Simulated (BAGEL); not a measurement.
# Si2H3OF2 (SMILES F[Si](F)O[SiH3]): UHF/STO-3G (density fitting with qzvpp-jkfit)

Aim: the vertical doublet–quartet gap of Si2H3OF2 at UHF/STO-3G (density fitting with qzvpp-jkfit), from 2 runs. 

Program for the calculation: BAGEL 1.2.2.

8 further runs of the same task are left out: 7 that didn't finish, 1 set aside as unsound or not needed. Runs told in other sessions of the task aren't counted.

## Step 1: Starting point

The species is Si2H3OF2 (8 atoms), meant as a doublet with charge 0. SMILES: `F[Si](F)O[SiH3]`. The coordinates come from a PBE0-D4/def2-TZVP relaxation. This is one conformer, not always the lowest.

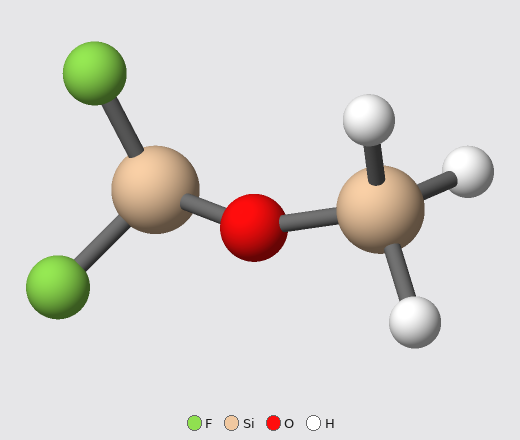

The structure, seen from a chosen angle (fluorine green, silicon light orange, oxygen red, hydrogen white).

## Step 2: A single-point energy at UHF/STO-3G (density fitting with qzvpp-jkfit)

Input file input.json:

```json
{ "bagel": [

{
  "title": "molecule",
  "basis": "sto-3g",
  "df_basis": "qzvpp-jkfit",
  "angstrom": true,
  "geometry": [
    { "atom": "F", "xyz": [    0.224200,   -2.121800,    1.524700 ] },
    { "atom": "Si", "xyz": [   -0.441900,   -1.746500,    0.130600 ] },
    { "atom": "F", "xyz": [    0.109000,   -2.787900,   -0.932500 ] },
    { "atom": "O", "xyz": [    0.028200,   -0.276100,   -0.316200 ] },
    { "atom": "Si", "xyz": [    0.039600,    1.361700,   -0.147900 ] },
    { "atom": "H", "xyz": [   -1.326000,    1.832700,    0.191200 ] },
    { "atom": "H", "xyz": [    0.474900,    1.945300,   -1.437300 ] },
    { "atom": "H", "xyz": [    0.984100,    1.735600,    0.931700 ] }
  ]
},
{
  "title": "uhf",
  "nopen": 1
},
{
  "title": "print",
  "file": "orbitals.molden",
  "orbitals": true
}

]}
```

Command:

```sh
$ BAGEL_NUM_THREADS=1 BAGEL input.json > input.out
```

Log:

```text
* using 1 threads per process

  ===============================================================
  ===============================================================

  *** Geometry ***

  { "atom" : "F", "xyz" : [      0.423677,     -4.009621,      2.881265 ] },
  { "atom" : "Si", "xyz" : [     -0.835070,     -3.300407,      0.246798 ] },
  { "atom" : "F", "xyz" : [      0.205980,     -5.268367,     -1.762170 ] },
  { "atom" : "O", "xyz" : [      0.053290,     -0.521753,     -0.597531 ] },
  { "atom" : "Si", "xyz" : [      0.074833,      2.573240,     -0.279490 ] },
  { "atom" : "H", "xyz" : [     -2.505777,      3.463301,      0.361316 ] },
  { "atom" : "H", "xyz" : [      0.897431,      3.676084,     -2.716103 ] },
  { "atom" : "H", "xyz" : [      1.859679,      3.279809,      1.760658 ] },

  Number of auxiliary basis functions:      541

  Since a DF basis is specified, we compute 2- and 3-index integrals:
    o Being stored without compression. Storage requirement is 0.006 GB

  Number of basis functions:       36
  Number of electrons      :       57

    * METHOD: MOLECULE                             0.15

  *** Open-shell HF ***

  === Nuclear Repulsion ===
   301.3145912380

      * DIIS with orbital gradients will be used.

  === UHF iteration (sto-3g) ===
      0       -842.79189076          0.02816141           0.05
      1       -842.90165954          0.00634219           0.05
      2       -842.90795947          0.00213445           0.05
      3       -842.90881867          0.00065759           0.05
      4       -842.90903713          0.00018840           0.05
      5       -842.90905738          0.00005931           0.05
      6       -842.90906104          0.00002243           0.05
      7       -842.90906162          0.00001034           0.05
      8       -842.90906176          0.00000184           0.05
      9       -842.90906177          0.00000069           0.05
     10       -842.90906177          0.00000031           0.05
     11       -842.90906177          0.00000010           0.05
     12       -842.90906177          0.00000004           0.05
     13       -842.90906177          0.00000002           0.05
     14       -842.90906177          0.00000001           0.05
    * SCF iteration converged.

    * S^2 (UHF) is 0.7577

    * Permanent dipole moment:
           (    0.600883,    -0.539136,    -0.058726) a.u.

    * METHOD: UHF                                  0.79

    * METHOD: PRINT                                0.00

  ===============================================================
```

Run time: 1.2 s. Hardware: 1 thread of AMD EPYC 9R45 (Zen 5), shared host.

## Step 3: The quartet at the same level

Input file job.json:

```json
{ "bagel": [

{
  "title": "molecule",
  "basis": "sto-3g",
  "df_basis": "qzvpp-jkfit",
  "angstrom": "true",
  "geometry": [
    { "atom": "F", "xyz": [    0.224200,   -2.121800,    1.524700 ] },
    { "atom": "Si", "xyz": [   -0.441900,   -1.746500,    0.130600 ] },
    { "atom": "F", "xyz": [    0.109000,   -2.787900,   -0.932500 ] },
    { "atom": "O", "xyz": [    0.028200,   -0.276100,   -0.316200 ] },
    { "atom": "Si", "xyz": [    0.039600,    1.361700,   -0.147900 ] },
    { "atom": "H", "xyz": [   -1.326000,    1.832700,    0.191200 ] },
    { "atom": "H", "xyz": [    0.474900,    1.945300,   -1.437300 ] },
    { "atom": "H", "xyz": [    0.984100,    1.735600,    0.931700 ] }
  ]
},
{ "title": "uhf", "nopen": 3 },
{ "title": "print", "file": "orbitals.molden", "orbitals": "true" }

]}
```

Command:

```sh
$ BAGEL_NUM_THREADS=1 BAGEL job.json > job.out
```

Log:

```text
* using 1 threads per process

  ===============================================================
  ===============================================================

  *** Geometry ***

  { "atom" : "F", "xyz" : [      0.423677,     -4.009621,      2.881265 ] },
  { "atom" : "Si", "xyz" : [     -0.835070,     -3.300407,      0.246798 ] },
  { "atom" : "F", "xyz" : [      0.205980,     -5.268367,     -1.762170 ] },
  { "atom" : "O", "xyz" : [      0.053290,     -0.521753,     -0.597531 ] },
  { "atom" : "Si", "xyz" : [      0.074833,      2.573240,     -0.279490 ] },
  { "atom" : "H", "xyz" : [     -2.505777,      3.463301,      0.361316 ] },
  { "atom" : "H", "xyz" : [      0.897431,      3.676084,     -2.716103 ] },
  { "atom" : "H", "xyz" : [      1.859679,      3.279809,      1.760658 ] },

  Number of auxiliary basis functions:      541

  Since a DF basis is specified, we compute 2- and 3-index integrals:
    o Being stored without compression. Storage requirement is 0.006 GB

  Number of basis functions:       36
  Number of electrons      :       57

    * METHOD: MOLECULE                             0.16

  *** Open-shell HF ***

  === Nuclear Repulsion ===
   301.3145912380

      * DIIS with orbital gradients will be used.

  === UHF iteration (sto-3g) ===
      0       -842.35848287          0.02700085           0.05
      1       -842.52202655          0.01094232           0.05
      2       -842.56303964          0.00585573           0.05
      3       -842.57750694          0.00318777           0.05
      4       -842.58536088          0.00084767           0.05
      5       -842.58599387          0.00031862           0.05
      6       -842.58665576          0.00012714           0.05
      7       -842.58682198          0.00004097           0.05
      8       -842.58684312          0.00002230           0.05
      9       -842.58684739          0.00001603           0.05
     10       -842.58684830          0.00001205           0.05
     11       -842.58684843          0.00001129           0.05
     12       -842.58684856          0.00001080           0.05
     13       -842.58684885          0.00000982           0.05
     14       -842.58684951          0.00000693           0.05
     15       -842.58684990          0.00000428           0.05
     16       -842.58685000          0.00000298           0.05
     17       -842.58685006          0.00000140           0.05
     18       -842.58685007          0.00000065           0.05
     19       -842.58685007          0.00000037           0.05
     20       -842.58685007          0.00000021           0.05
     21       -842.58685007          0.00000018           0.05
     22       -842.58685007          0.00000016           0.05
     23       -842.58685007          0.00000015           0.05
     24       -842.58685007          0.00000014           0.05
     25       -842.58685007          0.00000010           0.05
     26       -842.58685007          0.00000006           0.05
     27       -842.58685007          0.00000003           0.05
     28       -842.58685007          0.00000002           0.05
     29       -842.58685007          0.00000001           0.05
     30       -842.58685007          0.00000001           0.05
    * SCF iteration converged.

    * S^2 (UHF) is 3.7576

    * Permanent dipole moment:
           (    0.566824,     0.126841,     0.070218) a.u.

    * METHOD: UHF                                  1.54

    * METHOD: PRINT                                0.00

  ===============================================================
```

Run time: 1.9 s. Hardware: 1 thread of AMD EPYC 9R45 (Zen 5), shared host.

## Step 4: Summary of results

At UHF/STO-3G (density fitting with qzvpp-jkfit):

```
                                        quantity          value
                           doublet: total energy  -842.90906 Eh
                          doublet: dipole moment         2.06 D
                                   doublet: ⟨S²⟩          0.758
                           quartet: total energy  -842.58685 Eh
                          quartet: dipole moment         1.49 D
                                   quartet: ⟨S²⟩          3.758
vertical energy of the quartet above the doublet       8.768 eV
```

What this shows: At this shape the quartet lies 8.77 eV (846 kJ/mol) above the doublet. In a minimal basis such a difference can be off by several eV, whatever the method.
